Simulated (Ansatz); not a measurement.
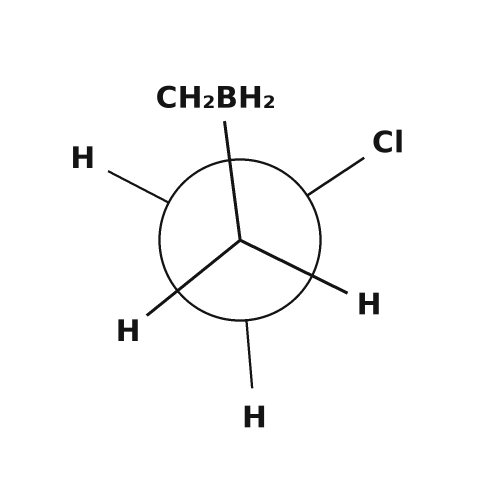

A Newman projection along the C–C bond, carbon in front; angles are drawn as computed, but eclipsed bonds slightly apart. Computed geometry: PBE0-D4/def2-TZVP optimisation. No frequency run is at hand to confirm it as a minimum.

Which molecule is it?

Answer. C3H8BCl, BCCCCl

What is the torsion angle from the front CH2BH2 to the back Cl? The sign is positive where the front bond must turn clockwise to cover the back bond.

Answer. 64°, synclinal (gauche). The conformation about this bond is staggered.
